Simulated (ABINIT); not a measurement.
**BaTiO3 (Pm-3m): refractive index against wavelength**

The refractive index of BaTiO3 (Pm-3m) below the direct gap (1.93 eV on the mesh) is read from one computed spectrum, n = √(Re ε).

It takes space group Pm-3m (No. 221, cubic). The conventional cell has a = 4.006 Å, b = 4.006 Å, c = 4.006 Å, α = 90.00°, β = 90.00°, γ = 90.00°. Ba on site b has 12 O at 2.83 Å as nearest neighbours. Around Ti on site a lie 6 O at 2.00 Å. O on site d is surrounded by 2 Ti at 2.00 Å.

Method: ABINIT 10.8.3, PBE, independent particles, k-mesh 8×8×8, Lorentzian half width 0.05 eV.

Launch of the response step: `optic optic.abi`. The run took 3.0 min, its band step included, on 4 threads of AMD EPYC 7R43 64-Core Processor (Zen 3), on a shared host.

```
wavelength (nm)  photon energy E (eV)       n
           3000                 0.413  2.5965
           2000                 0.620  2.6085
           1550                 0.800  2.6234
           1310                 0.946  2.6392
           1064                 1.165       ?
```

In the single-oscillator model n² − 1 = E₀E_d/(E₀² − E²), so 1/(n² − 1) = E₀/E_d − E²/(E₀E_d) is linear in E².

Working, on the rows shown:

| x = E² (eV²) | y = 1/(n² − 1) |
| --- | --- |
| 0.170801 | 0.174161 |
| 0.384302 | 0.172287 |
| 0.639837 | 0.170004 |
| 0.895757 | 0.167634 |

Means: x̄ = 0.52267, ȳ = 0.17102. Σ(x − x̄)(y − ȳ) = -0.002663, Σ(x − x̄)² = 0.2959. Slope = -0.002663 / 0.2959 = -0.009; intercept = ȳ − slope · x̄ = 0.17573. Turned back into n, the line misses the rows shown by at most 0.00024.

Question: What does the fit predict for the withheld row, and how well does it do?

Answer: At x = 1.3578 the line gives y = 0.1635, that is 2.6676. The run gave 2.6699, so the extrapolation is off by 0.0023, 3 % of the range in the table.

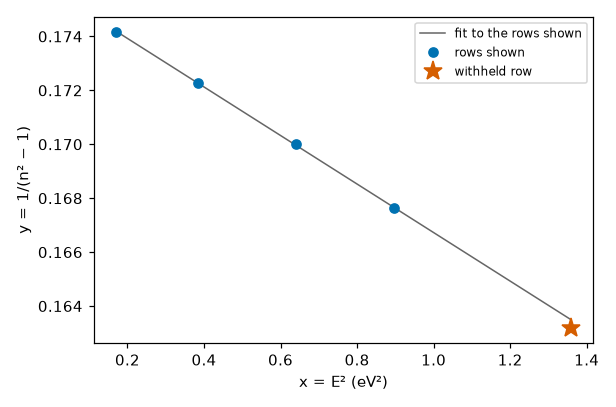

Refitted with all rows, the slope is -0.009258 and the intercept 0.17584. These give E₀ = √(intercept/−slope) = 4.36 eV and E_d = E₀/intercept = 24.8 eV; E₀ is 2.3 times the direct gap. The electronic limit at long wavelengths, without lattice vibrations, is n = √(1 + 1/intercept) = 2.586. Excitons are left out and so are local fields; PBE gaps are as a rule too small. The values come from a sum over the points of one k-mesh and carry its error, which grows as the direct gap shrinks. Spin-orbit coupling is left out.

[Logs are printed without paths, hosts, clocks, repeated set-up lines and the standing remarks that a program may print on its own settings, such as how far it seeks lower states.]
